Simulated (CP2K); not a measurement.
# BH2O (SMILES [BH]O) at GFN1-xTB

What is the vertical ionisation energy of BH2O at GFN1-xTB? 

The results are computed with CP2K 2026.2.

5 further runs of the same task are left out: 1 that didn't finish, 4 set aside as unsound or not needed.

## Step 1: The system as given

BH2O has 4 atoms, charge 0, and is taken as a doublet. As SMILES, `[BH]O`. The shape is that of a PBE0-D4/def2-TZVP optimisation.

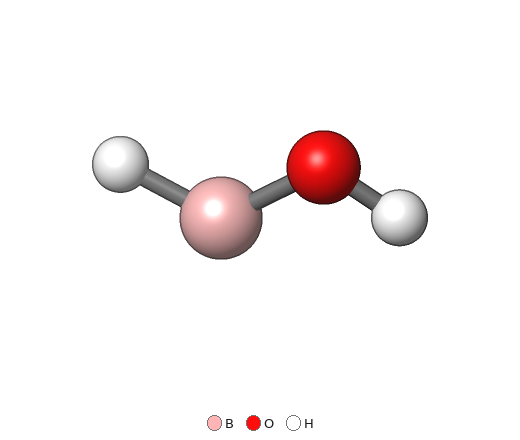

The structure, seen from a chosen angle (boron pink, oxygen red, hydrogen white).

## Step 2: The energy at GFN1-xTB

Contents of mol.inp:

```
&global
  project_name mol
  run_type ENERGY
  print_level MEDIUM
&end global
&force_eval
  method Quickstep
  &dft
    multiplicity 2
    uks T
    # Quickstep
    &qs
      method XTB
      eps_default 1.0E-10
      &xtb
        gfn_type TBLITE
        &tblite
          method GFN1
        &end tblite
        check_atomic_charges F
      &end xtb
    &end qs
    &poisson
      periodic NONE
      poisson_solver ANALYTIC
    &end poisson
    &scf
      scf_guess ATOMIC
      eps_scf 1.0E-07
      max_scf 150
      added_mos 4
      &diagonalization
        algorithm STANDARD
      &end diagonalization
      &mixing
        method DIRECT_P_MIXING
        alpha 0.4
      &end mixing
      &smear ON
        method FERMI_DIRAC
        electronic_temperature [K] 300
        fixed_magnetic_moment 1.0
      &end smear
    &end scf
    # extra output
    &print
      &moments
        periodic F
        reference COM
        max_moment 1
      &end moments
      &mo ON
        energies T
        occupation_numbers T
        ndigits 6
        &each
          qs_scf 0
        &end each
        add_last NUMERIC
      &end mo
      &hirshfeld OFF
      &end hirshfeld
    &end print
  &end dft
  # structure
  &subsys
    &cell
      abc 12.1 11.9 11
      periodic NONE
    &end cell
    &coord
      B      6.072950     5.524100     5.868300
      O      6.198750     6.554100     5.031400
      H      5.014850     4.977200     6.020300
      H      7.085150     6.922800     4.979700
    &end coord
  &end subsys
&end force_eval
```

Launch:

```sh
OMP_NUM_THREADS=1 cp2k.psmp mol.inp > mol.out
```

The program printed:

```text
CP2K| version string:                                       CP2K version 2026.2
[...]
 GLOBAL| Method name                                                        CP2K
[...]
 GLOBAL| Run type                                                         ENERGY
[...]
                             - Atoms:                                          4
[...]
                             - Spherical basis functions:                     12
[...]
 Number of electrons:                                                          6
[...]
  *** SCF run converged in    14 steps ***
[...]
  Fermi energy:                                                -0.28566241814602
[...]
 TB_DIPOLE| Moment [Debye]          1.74199810      -0.03945627       0.54682219
 TB_DIPOLE| Derivative [a.u.]       0.00000000       0.00000000       0.00000000
[...]
 ENERGY| Total FORCE_EVAL ( QS ) energy [hartree]             -7.118231724571173
[...]
```

It took 0.3 s on 1 thread of Arm Neoverse V1, shared host.

## Step 3: The singlet cation

Contents of job.inp:

```
&GLOBAL
  PROJECT_NAME job
  RUN_TYPE ENERGY
  PRINT_LEVEL MEDIUM
&END

&FORCE_EVAL
  METHOD Quickstep
  &DFT
    CHARGE 1
    MULTIPLICITY 1
    ! Quickstep
    &QS
      METHOD XTB
      EPS_DEFAULT 1.0E-10
      &XTB
        GFN_TYPE TBLITE
        &TBLITE
          METHOD GFN1
        &END
        CHECK_ATOMIC_CHARGES F
      &END
    &END
    ! cluster boundary conditions
    &POISSON
      PERIODIC NONE
      POISSON_SOLVER ANALYTIC
    &END
    &SCF
      SCF_GUESS ATOMIC
      EPS_SCF 1.0E-07
      MAX_SCF 150
      ADDED_MOS 2
      &DIAGONALIZATION
        ALGORITHM STANDARD
      &END
      &MIXING
        METHOD DIRECT_P_MIXING
        ALPHA 0.4
      &END
    &END
    &PRINT
      &MOMENTS
        PERIODIC F
        REFERENCE COM
        MAX_MOMENT 1
      &END
      &MO ON
        ENERGIES T
        OCCUPATION_NUMBERS T
        NDIGITS 6
        &EACH
          QS_SCF 0
        &END
        ADD_LAST NUMERIC
      &END
      &HIRSHFELD OFF
      &END
    &END
  &END
  ! atoms, cell and kinds
  &SUBSYS
    ! box in angstrom
    &CELL
      ABC [angstrom] 12.1 11.9 11
      PERIODIC NONE
    &END
    &COORD
      B      6.072950     5.524100     5.868300
      O      6.198750     6.554100     5.031400
      H      5.014850     4.977200     6.020300
      H      7.085150     6.922800     4.979700
    &END
  &END
&END
```

Launch:

```sh
OMP_NUM_THREADS=1 cp2k.psmp job.inp > job.out
```

The program printed:

```text
CP2K| version string:                                       CP2K version 2026.2
[...]
 GLOBAL| Method name                                                        CP2K
[...]
 GLOBAL| Run type                                                         ENERGY
[...]
                             - Atoms:                                          4
[...]
                             - Spherical basis functions:                     12
[...]
 Number of electrons:                                                         10
[...]
  *** SCF run converged in    17 steps ***
[...]
  Fermi energy:                                                -0.68538088173619
[...]
 TB_DIPOLE| Moment [Debye]          0.89325022      -1.95611930       1.92273380
 TB_DIPOLE| Derivative [a.u.]       0.00000000       0.00000000       0.00000000
[...]
 ENERGY| Total FORCE_EVAL ( QS ) energy [hartree]             -6.638545812478533
[...]
```

It took 0.28 s on 1 thread of Arm Neoverse V1, shared host.

## Step 4: Results

Level: GFN1-xTB.

```
                                               quantity         value
                             doublet BH2O: total energy   -7.11823 Eh
doublet BH2O: dipole moment (from atomic charges alone)        1.83 D
       doublet BH2O: HOMO energy (highest over α and β)      -8.49 eV
        doublet BH2O: LUMO energy (lowest over α and β)      -7.64 eV
                        doublet BH2O: dispersion energy  -1.15 kJ/mol
                           singlet cation: total energy   -6.63855 Eh
                            singlet cation: HOMO energy     -22.34 eV
                            singlet cation: LUMO energy     -17.74 eV
                          singlet cation: HOMO–LUMO gap       4.60 eV
                      singlet cation: dispersion energy  -1.15 kJ/mol
     vertical ionisation energy (to the singlet cation)     13.053 eV
```

Removing an electron at fixed nuclei costs 13.05 eV (301 kcal/mol). Only the singlet of the ionised species was computed; a triplet could lie lower. xTB total energies overstate such differences by several eV unless an empirical shift is taken off; none is applied here. The dipole (doublet BH2O) comes from point charges on the atoms alone, without atomic dipoles, so it is partial.
